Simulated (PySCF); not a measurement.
```xyz
19

C     1.9668    1.1941   -0.2454
C     2.0178   -0.3285   -0.2374
C     0.6506   -0.9402   -0.5510
C    -0.3437   -0.7251    0.5203
C    -1.7975   -0.7574    0.2469
C    -2.3696    0.6478   -0.0007
F    -1.9153    1.1546   -1.1715
F    -3.7218    0.6009   -0.1134
H     1.2594    1.5554    0.4972
H     2.9465    1.6110   -0.0233
H     1.6494    1.5577   -1.2201
H     2.3551   -0.6800    0.7399
H     2.7411   -0.6693   -0.9810
H     0.7847   -2.0211   -0.7216
H     0.2697   -0.5310   -1.4933
H    -0.0103   -0.5100    1.5201
H    -2.0136   -1.3499   -0.6458
H    -2.3561   -1.1669    1.0932
H    -2.1230    1.3672    0.7946
```

Geometry: GFN2-xTB.

Level of theory: UKS B3LYP, pcH-1 on C F H, non-relativistic, mean-field spin-orbit, GIAO in PySCF.

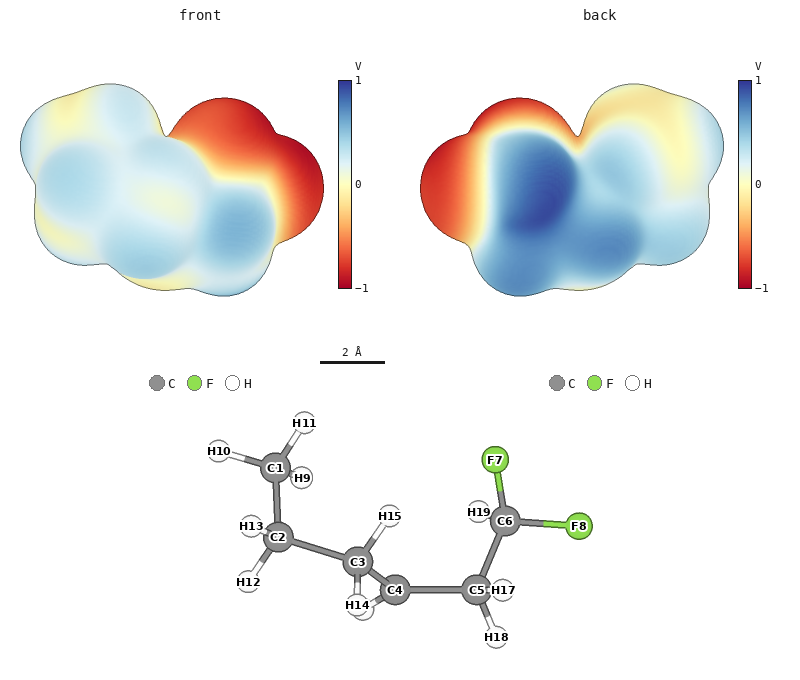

C$_{6}$H$_{11}$F$_{2}$ (doublet). The electrostatic potential painted on the density surface at 0.001 e/bohr³, seen from the front and from behind; the colour scale runs from red (negative) to blue (positive). The bare structure is drawn below in the same view.

Q: Describe the electrostatic potential map.

A: The most negative region (about −0.9 V, or −21 kcal/mol for a unit charge) lies over F7 and F8, the most positive (about +0.9 V, or +21 kcal/mol for a unit charge) over C6 and H19.
